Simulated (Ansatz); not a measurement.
Two G0W0 runs on Cs2HgSe2 (Pbam).

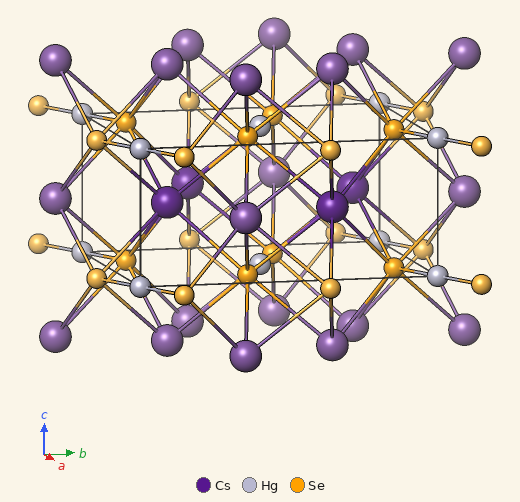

The structure (caesium purple, mercury light grey, selenium orange). Some periodic images of atoms are drawn too.

Symmetry: Pbam, No. 55, orthorhombic system. Conventional cell: a = 8.185 Å, b = 10.330 Å, c = 4.711 Å, α = 90.00°, β = 90.00°, γ = 90.00°. Nearest to Cs lie 6 Se at 3.66 to 3.72 Å and 1 Cs at 3.87 Å. Hg has 2 Se at 2.41 Å nearest. Nearest to Se lie 1 Hg at 2.41 Å and 6 Cs at 3.66 to 3.72 Å. Farther neighbours and most contacts between anions are not listed.

```cif
data_structure
_symmetry_space_group_name_H-M 'P 1'
_symmetry_Int_Tables_number 1
_cell_length_a 8.1849
_cell_length_b 10.3302
_cell_length_c 4.7112
_cell_angle_alpha 90.000
_cell_angle_beta 90.000
_cell_angle_gamma 90.000
_cell_volume 398.34
loop_
_atom_site_label
_atom_site_type_symbol
_atom_site_fract_x
_atom_site_fract_y
_atom_site_fract_z
_atom_site_occupancy
Cs1 Cs 0.39222 0.83311 0.50000 1
Cs2 Cs 0.60778 0.16689 0.50000 1
Cs3 Cs 0.89222 0.66689 0.50000 1
Cs4 Cs 0.10778 0.33311 0.50000 1
Hg5 Hg 0.50000 0.50000 0.00000 1
Hg6 Hg 0.00000 0.00000 0.00000 1
Se7 Se 0.23025 0.59445 0.00000 1
Se8 Se 0.76975 0.40555 0.00000 1
Se9 Se 0.73025 0.90555 0.00000 1
Se10 Se 0.26975 0.09445 0.00000 1
```

The cell and positions come from the Crystallography Open Database and are kept as given unless a step says otherwise. Spin-orbit coupling is left out unless a run names it.

The first (Ansatz 0.2.0; start LDA, 2×2×2 mesh, 904 empty bands, screening to 100 eV, PAW set soft_1 files; 1 × NVIDIA H100 80GB HBM3 (shared by 6 runs) with 2 threads of AMD EPYC 7R13 (Zen 3), shared host) gave, on its mesh: starting gap 1.79 eV, G0W0 gap 3.29 eV, RPA ε∞ (mean) 4.26, 41 s.

**Question.** The second changes start from LDA to PBEsol. What does it give?

It gave: starting gap 1.91 eV, G0W0 gap 3.37 eV, RPA ε∞ (mean) 4.11, 31 s. The G0W0 gap moves by +0.08 eV, +0.12 eV from the start and −0.04 eV from the correction. Σc changes by +0.04 eV at the valence top and +0.05 eV at the conduction bottom, and Σx − Vxc between them by −0.06 eV.

Limits: not at the basis limit; no spin-orbit coupling; coarse k mesh.

[Paths, hosts, dates, memory and timing lines, banners, echoed tables and standing remarks are left out of the program output.]

[Logs are printed without paths, hosts, clocks, repeated set-up lines and the standing remarks that a program may print on its own settings, such as how far it seeks lower states.]

[Runs of the session that timed out or met a known fault of the program may be left out.]

[Cells called generated may have been cut or substituted from an entry of the Crystallography Open Database or the Materials Project.]

[Hosts, paths, dates, database ids (printed as entryN), source tags and the programs' standing remarks are cut or masked in the printed files.]
